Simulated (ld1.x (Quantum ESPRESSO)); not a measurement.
# A TM potential for germanium, from input to tests

Aim: build the potential from the settings below, then test how well it stands in for the atom: other configurations, scattering, ghost states and the plane-wave cutoff that it needs.

The numbers are computed with ld1.x (Quantum ESPRESSO) 7.5 (PBEsol, scalar-relativistic, spin-unpolarised reference atom).

## (1) The atom and the settings

The settings as typed:

```json
{
 "element": "germanium (Ge, Z = 32)",
 "type": "norm-conserving Troullier–Martins (Kleinman–Bylander form)",
 "frozen core": "[Ar] 3d10",
 "valence charge": "4",
 "reference configuration": "4s2 4p1.75 (charge +0.25)",
 "partial waves": "4s (bound): rc 1.30 bohr; 4p (bound): rc 1.85 bohr; 4d channel at 0.45 Ry: rc 1.90 bohr",
 "local potential": "all-electron potential smoothed inside 1.05 bohr (lloc = -1)",
 "core correction": "not asked for"
}
```

The nodes and maxima of the atom's own shells, from an earlier all-electron run, set the scale for the radii.

All-electron outer shells of the reference configuration (PBEsol, scalar-relativistic, ld1.x):

```json
{"shell": "3p", "level (eV)": "-117.47", "outermost node (bohr)": "0.23", "outermost maximum (bohr)": "0.54"}
{"shell": "3d", "level (eV)": "-31.36", "outermost node (bohr)": "–", "outermost maximum (bohr)": "0.50"}
{"shell": "4s", "level (eV)": "-13.63", "outermost node (bohr)": "0.77", "outermost maximum (bohr)": "1.73"}
{"shell": "4p", "level (eV)": "-5.59", "outermost node (bohr)": "0.82", "outermost maximum (bohr)": "2.19"}
```

## (2) Generating the potential

Input file Ge.in:

```
 &input
   title='Ge', zed=32., rel=1, dft='PBESOL', iswitch=3,
   config='[Ar] 3d10 4s2 4p1.75 4d-2',
   nld=3, rlderiv=2.05, eminld=-3.0, emaxld=5.0, deld=0.02
 /
 &inputp
   pseudotype=2, tm=.true., lloc=-1, rcloc=1.05,
   nlcc=.false.,
   file_pseudopw='Ge.UPF', file_wfcaegen='ae.wfc', file_wfcncgen='nc.wfc', file_beta='beta', file_chi='chi'
 /
3
4S  1  0   2.00   0.00  1.30  1.30  0.0
4P  2  1   1.75   0.00  1.85  1.85  0.0
4D  3  2  -2.00   0.45  1.90  1.90  0.0
 &test
   configts(1)='4s2 4p1.75'
 /
```

Run with:

```sh
$ ld1.x < Ge.in > Ge.out
```

Output in Ge.out (without the banner and most projector matrices):

```text
     Program LD1 v.7.5
     --------------------------- All-electron run ----------------------------

     Ge
     scalar relativistic calculation

     atomic number is 32.00
     dft =PBESOL   lsd =0 sic =0 latt =0  beta=0.20 tr2=1.0E-14
     Exchange-correlation= PBESOL
                           (   1   4  10   8   0   0   0)
     mesh =1207 r(mesh) = 100.41023 a.u. xmin = -7.00 dx = 0.01250
     1 Ry =  13.60569312 eV, c = 137.03599908

     n l     nl                  e(Ry)          e(Ha)          e(eV)
     1 0     1S 1( 2.00)      -805.1098      -402.5549    -10954.0772
     2 0     2S 1( 2.00)      -100.8904       -50.4452     -1372.6841
     2 1     2P 1( 6.00)       -88.2077       -44.1039     -1200.1275
     3 0     3S 1( 2.00)       -12.5068        -6.2534      -170.1630
     3 1     3P 1( 6.00)        -8.6341        -4.3170      -117.4728
     3 2     3D 1(10.00)        -2.3047        -1.1523       -31.3568
     4 0     4S 1( 2.00)        -1.0016        -0.5008       -13.6278
     4 1     4P 1( 1.75)        -0.4111        -0.2055        -5.5928

     final scf error:  4.2E-15 reached in  22 iterations

     Etot =   -4194.502932 Ry,   -2097.251466 Ha,  -57069.119690 eV

     Ekin =    4270.064367 Ry,    2135.032184 Ha,   58097.185396 eV
     Encl =  -10108.004892 Ry,   -5054.002446 Ha, -137526.412650 eV
     Eh   =    1799.204324 Ry,     899.602162 Ha,   24479.421904 eV
     Exc  =    -155.766731 Ry,     -77.883365 Ha,   -2119.314340 eV

     normalization and overlap integrals

     s(1S/1S) =  1.000000  <r> =   0.0470  <r2> =    0.0030  r(max) =   0.0309
     s(2S/2S) =  1.000000  <r> =   0.2102  <r2> =    0.0521  r(max) =   0.1754
     s(2P/2P) =  1.000000  <r> =   0.1838  <r2> =    0.0414  r(max) =   0.1418
     s(3S/3S) =  1.000000  <r> =   0.6247  <r2> =    0.4503  r(max) =   0.5402
     s(3P/3P) =  1.000000  <r> =   0.6474  <r2> =    0.4936  r(max) =   0.5402
     s(3D/3D) =  1.000000  <r> =   0.7365  <r2> =    0.6968  r(max) =   0.5012
     s(4S/4S) =  1.000000  <r> =   2.0946  <r2> =    5.0636  r(max) =   1.7277
     s(4P/4P) =  1.000000  <r> =   2.7788  <r2> =    9.1343  r(max) =   2.1908

     ------------------------ End of All-electron run ------------------------

     --------------------- Generating NC pseudopotential ---------------------

      Generating local potential from pseudized AE potential:
      Matching radius rcloc =   1.0500

      Local pseudo, rcloc= 1.061 Estimated cut-off energy=    21.81 Ry

      Wfc   4S  rcut= 1.296  Using Troullier-Martins method

      Wfc   4P  rcut= 1.839  Using Troullier-Martins method

      Wfc   4D  rcut= 1.886  Using Troullier-Martins method

     ------------------- End of pseudopotential generation -------------------

     [... the all-electron block is printed once more ...]


     Computing logarithmic derivative in   2.04528
     Message from routine run_pseudo:
     Warning: convergence not achieved
     Computing logarithmic derivative in   2.04528
     Computing the partial wave expansion
     R is outside the sphere for l=    0 j= 0.00
     R is outside the sphere for l=    1 j= 0.00
     R is outside the sphere for l=    2 j= 0.00

     ---------------------- Testing the pseudopotential ----------------------

     Ge
     scalar relativistic calculation

     atomic number is 32.00   valence charge is  4.00
     dft =PBESOL   lsd =0 sic =0 latt =0  beta=0.20 tr2=1.0E-14
     mesh =1207 r(mesh) = 100.41023 xmin = -7.00 dx = 0.01250

     n l     nl             e AE (Ry)        e PS (Ry)    De AE-PS (Ry)
     1 0     4S   1( 2.00)       -1.00162       -1.00162       -0.00001
     2 1     4P   1( 1.75)       -0.41107       -0.41106       -0.00000

     eps = 1.5E-12  iter =201

     Etot =   -4194.502932 Ry,   -2097.251466 Ha,  -57069.119690 eV
     Etotps =    -7.470158 Ry,      -3.735079 Ha,    -101.636671 eV

     Ekin =       2.543461 Ry,       1.271731 Ha,      34.605552 eV
     Encl =     -16.023823 Ry,      -8.011912 Ha,    -218.015222 eV
     Ehrt =       5.292312 Ry,       2.646156 Ha,      72.005573 eV
     Ecxc =      -1.827949 Ry,      -0.913974 Ha,     -24.870508 eV
     Epseu=       2.545841 Ry,       1.272921 Ha,      34.637934 eV

     ---------------------- End of pseudopotential test ----------------------
```

It took 4.2 s on 1 thread of Neoverse-V1, shared host. This counts the later configuration tests of the new file too.

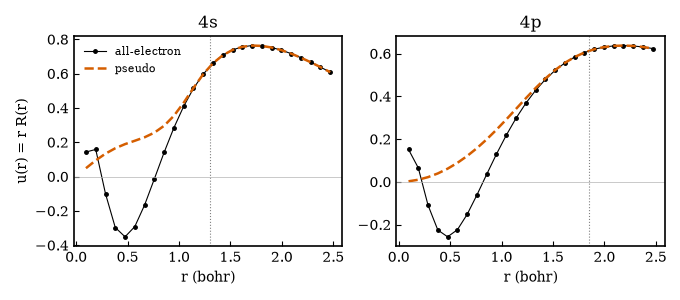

All-electron and pseudo partial waves (4s, 4p), with the matching radii dotted. The curves join 26 sampled radii, too few to resolve the innermost nodes.

## (3) Configuration tests

Input file Ge.test.in:

```
 &input
   title='Ge', zed=32., rel=1, dft='PBESOL', iswitch=2,
   config='[Ar] 3d10 4s2 4p1.75 4d-2'
 /
 &test
   file_pseudo='Ge.UPF', nconf=8,
   configts(1)='4s2 4p1.75',
   configts(2)='4s2 4p2',
   configts(3)='4s2 4p1',
   configts(4)='4s2 4p0',
   configts(5)='4s2 4p2.3',
   configts(6)='4s2 4p1.5',
   configts(7)='4s1 4p3',
   configts(8)='4s1 4p0'
 /
```

Run with:

```sh
$ ld1.x < Ge.test.in > Ge.test.out
```

Ge.test.out, the pseudopotential blocks, each with the warnings that came before it:

```text
     Warning: convergence not achieved
     ---------------------- Testing the pseudopotential ----------------------

     Ge
     scalar relativistic calculation

     atomic number is 32.00   valence charge is  4.00
     dft =PBESOL   lsd =0 sic =0 latt =0  beta=0.20 tr2=1.0E-14
     mesh =1207 r(mesh) = 100.41023 xmin = -7.00 dx = 0.01250

     n l     nl             e AE (Ry)        e PS (Ry)    De AE-PS (Ry)
     1 0     4S   1( 2.00)       -1.00162       -1.00162       -0.00001
     2 1     4P   1( 1.75)       -0.41107       -0.41106       -0.00000

     eps = 1.2E-12  iter =201

     Etot =   -4194.502932 Ry,   -2097.251466 Ha,  -57069.119690 eV
     Etotps =    -7.470158 Ry,      -3.735079 Ha,    -101.636671 eV

     Ekin =       2.543461 Ry,       1.271731 Ha,      34.605552 eV
     Encl =     -16.023823 Ry,      -8.011912 Ha,    -218.015222 eV
     Ehrt =       5.292312 Ry,       2.646156 Ha,      72.005573 eV
     Ecxc =      -1.827949 Ry,      -0.913974 Ha,     -24.870508 eV
     Epseu=       2.545841 Ry,       1.272921 Ha,      34.637934 eV

     ---------------------- End of pseudopotential test ----------------------

     Warning: convergence not achieved
     ---------------------- Testing the pseudopotential ----------------------

     Ge
     [...]
     n l     nl             e AE (Ry)        e PS (Ry)    De AE-PS (Ry)
     1 0     4S   1( 2.00)       -0.86312       -0.86304       -0.00008
     2 1     4P   1( 2.00)       -0.28641       -0.28636       -0.00006

     eps = 8.1E-13  iter =201

     Etot =   -4194.589934 Ry,   -2097.294967 Ha,  -57070.303424 eV
     Etotps =    -7.557164 Ry,      -3.778582 Ha,    -102.820451 eV
     dEtot_ae =      -0.087003 Ry
     dEtot_ps =      -0.087006 Ry,   Delta E=       0.000003 Ry

     [...]
     ---------------------- End of pseudopotential test ----------------------

     Warning: convergence not achieved
     ---------------------- Testing the pseudopotential ----------------------

     Ge
     [...]
     n l     nl             e AE (Ry)        e PS (Ry)    De AE-PS (Ry)
     1 0     4S   1( 2.00)       -1.46208       -1.46282        0.00074
     2 1     4P   1( 1.00)       -0.82733       -0.82805        0.00072

     eps = 3.1E-12  iter =201

     Etot =   -4194.042153 Ry,   -2097.021076 Ha,  -57062.850477 eV
     Etotps =    -7.009109 Ry,      -3.504554 Ha,     -95.363785 eV
     dEtot_ae =       0.460779 Ry
     dEtot_ps =       0.461049 Ry,   Delta E=      -0.000270 Ry

     [...]
     ---------------------- End of pseudopotential test ----------------------

     Warning: convergence not achieved
     ---------------------- Testing the pseudopotential ----------------------

     Ge
     [...]
     n l     nl             e AE (Ry)        e PS (Ry)    De AE-PS (Ry)
     1 0     4S   1( 2.00)       -2.15220       -2.15492        0.00273
     2 1     4P   1( 0.00)       -1.45534       -1.45823        0.00289

     eps = 4.2E-12  iter =201

     Etot =   -4192.906700 Ry,   -2096.453350 Ha,  -57047.401848 eV
     Etotps =    -5.871739 Ry,      -2.935869 Ha,     -79.889073 eV
     dEtot_ae =       1.596232 Ry
     dEtot_ps =       1.598419 Ry,   Delta E=      -0.002187 Ry

     [...]
     ---------------------- End of pseudopotential test ----------------------

     Warning: convergence not achieved
     ---------------------- Testing the pseudopotential ----------------------

     Ge
     [...]
     n l     nl             e AE (Ry)        e PS (Ry)    De AE-PS (Ry)
     1 0     4S   1( 2.00)       -0.70991       -0.70982       -0.00009
     2 1     4P   1( 2.30)       -0.14877       -0.14873       -0.00005

     eps = 1.9E-12  iter =201

     Etot =   -4194.654849 Ry,   -2097.327425 Ha,  -57071.186637 eV
     Etotps =    -7.622067 Ry,      -3.811034 Ha,    -103.703509 eV
     dEtot_ae =      -0.151918 Ry
     dEtot_ps =      -0.151910 Ry,   Delta E=      -0.000008 Ry

     [...]
     ---------------------- End of pseudopotential test ----------------------

     Warning: convergence not achieved
     ---------------------- Testing the pseudopotential ----------------------

     Ge
     [...]
     n l     nl             e AE (Ry)        e PS (Ry)    De AE-PS (Ry)
     1 0     4S   1( 2.00)       -1.14830       -1.14845        0.00015
     2 1     4P   1( 1.50)       -0.54336       -0.54350        0.00014

     eps = 1.5E-12  iter =201

     Etot =   -4194.383792 Ry,   -2097.191896 Ha,  -57067.498716 eV
     Etotps =    -7.350986 Ry,      -3.675493 Ha,    -100.015263 eV
     dEtot_ae =       0.119139 Ry
     dEtot_ps =       0.119171 Ry,   Delta E=      -0.000032 Ry

     [...]
     ---------------------- End of pseudopotential test ----------------------

     Warning: convergence not achieved
     ---------------------- Testing the pseudopotential ----------------------

     Ge
     [...]
     n l     nl             e AE (Ry)        e PS (Ry)    De AE-PS (Ry)
     1 0     4S   1( 1.00)       -0.93340       -0.93174       -0.00165
     2 1     4P   1( 3.00)       -0.33722       -0.33700       -0.00022

     eps = 1.3E-13  iter =201

     Etot =   -4194.003346 Ry,   -2097.001673 Ha,  -57062.322480 eV
     Etotps =    -6.971159 Ry,      -3.485579 Ha,     -94.847446 eV
     dEtot_ae =       0.499586 Ry
     dEtot_ps =       0.498999 Ry,   Delta E=       0.000587 Ry

     [...]
     ---------------------- End of pseudopotential test ----------------------

     Warning: convergence not achieved
     ---------------------- Testing the pseudopotential ----------------------

     Ge
     [...]
     n l     nl             e AE (Ry)        e PS (Ry)    De AE-PS (Ry)
     1 0     4S   1( 1.00)       -2.96839       -2.95559       -0.01280  !
     2 1     4P   1( 0.00)       -2.20180       -2.19742       -0.00438

     eps = 4.3E-12  iter =201

     Etot =   -4190.349829 Ry,   -2095.174914 Ha,  -57012.613850 eV
     Etotps =    -3.316656 Ry,      -1.658328 Ha,     -45.125410 eV
     dEtot_ae =       4.153103 Ry
     dEtot_ps =       4.153501 Ry,   Delta E=      -0.000398 Ry

     [...]
     ---------------------- End of pseudopotential test ----------------------
```

Energies count from the reference configuration 4s2 4p1.75; the error is all-electron less pseudo. A star marks tests that logged a warning.

| valence configuration | charge | ΔE all-electron (eV) | error AE − PS (meV) |
| --- | --- | --- | --- |
| 4s2 4p2 * | 0 | -1.184 | 0.0 |
| 4s2 4p1 * | +1 | 6.269 | -3.7 |
| 4s2 4p0 * | +2 | 21.718 | -30 |
| 4s2 4p2.3 * | -0.3 | -2.067 | -0.1 |
| 4s2 4p1.5 * | +0.5 | 1.621 | -0.4 |
| 4s1 4p3 * | 0 | 6.797 | +8.0 |
| 4s1 4p0 * | +3 | 56.506 | -5.4 |

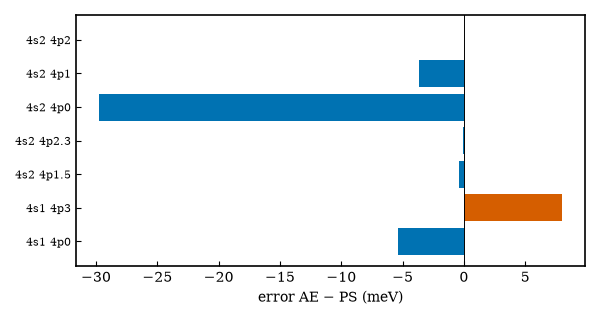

Error of the potential in each test configuration.

## (4) Logarithmic derivatives

Taken from the files of the generation run. The phase is arctan(r·u′/u) with u = r·R, unwrapped, with energies in Ry. A pole is an energy at which the radial function vanishes at the test radius. The pseudo phase is shifted by a multiple of π to meet the all-electron one at the reference energy. Levels narrower than the energy grid can be missing from the poles. The last column is the largest difference on the grid between −1 and +1 Ry.

```tsv
channel	radius (bohr)	reference (Ry)	poles AE	poles PS	window around the reference with phases within 0.05 rad (Ry)	largest difference near zero (rad)
s	2.04	-1.00	1.68	1.71	the whole range	0.002
p	2.04	-0.41	3.19	2.13, 4.97	below 1.5	0.028
d	2.04	0.45	-2.21	3.02	-1.5 to 1.1	0.024
```

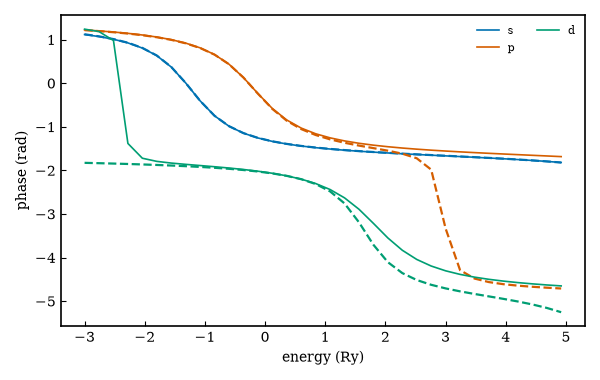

All-electron (solid) and pseudo (dashed) phases against energy.

## (5) Plane-wave convergence, by spherical Bessel functions

This step uses the generator's waves and projectors in a separate script. Basis: spherical Bessel functions vanishing at 20 bohr, q² up to the cutoff; potential fixed at the reference.

All-electron valence levels (Ry): 4s -1.0016, 4p -0.4111. The lowest levels of each channel (Ry) by cutoff; the last column sums, over occupied levels, occupation times the distance from the level at 400 Ry. A positive value at high cutoff is not a bound level.

```csv
cutoff (Ry),s #1,s #2,p #1,d #1,f #1,Σ f·Δε (mRy)
8,-0.9420,-0.0862,-0.4071,0.0085,0.0722,126.1
15,-1.0257,-0.0923,-0.4099,0.0084,0.0722,50.1
25,-1.7375,-0.8347,-0.4110,0.0083,0.0722,334.0
40,-4.4634,-0.9949,-0.4110,0.0077,0.0722,13.5
45,-4.7108,-0.9973,-0.4111,0.0077,0.0722,8.7
60,-5.0282,-0.9983,-0.4111,0.0076,0.0722,6.6
90,-5.0599,-1.0009,-0.4111,0.0076,0.0722,1.4
120,-5.0645,-1.0011,-0.4111,0.0076,0.0722,1.0
140,-5.0677,-1.0014,-0.4111,0.0076,0.0722,0.5
180,-5.0686,-1.0015,-0.4111,0.0076,0.0722,0.3
400,-5.0692,-1.0016,-0.4111,0.0076,0.0722,0.0
```

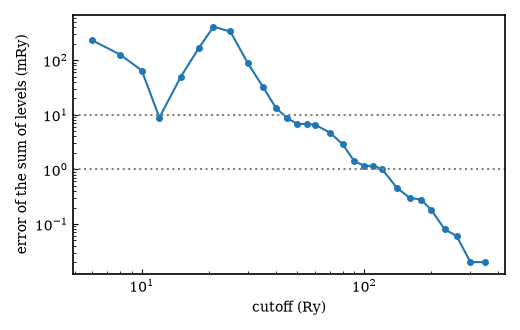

Occupation-weighted error of the valence levels against the cutoff; the dotted lines mark 10 and 1 mRy.

The sum stays within 10 mRy from 45 Ry and within 1 mRy from 140 Ry. The sum leaves out empty levels, which can need more. Ghost test: ghost state, bound below the all-electron valence or empty levels of the same l: s at -69.0 eV.

## (6) Results

```
                                                quantity                                                 value
               cutoffs for 10 and 1 mRy, occupied levels                                      45 Ry and 140 Ry
                                            bound ghosts                                        s at -68.97 eV
                            largest test error (AE − PS)  -30 meV, for 4s2 4p0 (one of 8 tests with a warning)
largest phase difference near zero energy, channels read                                             0.028 rad
```

In words: It has a bound ghost (s), a state that the atom doesn't have, and that rules the file out. By total energies transferability is fair: the largest error is 30 meV on 21.7 eV, for 4s2 4p0. It counts as of middling hardness, with 45 Ry needed at the looser tolerance. The tighter tolerance needs 140 Ry, and converged work needs a cutoff nearer that. The slowest occupied level is 4s: taken alone it needs 90 Ry to come within 1 mRy, against 18 Ry for 4p. Near zero energy the phases of the channels with partial waves agree within 0.028 rad.
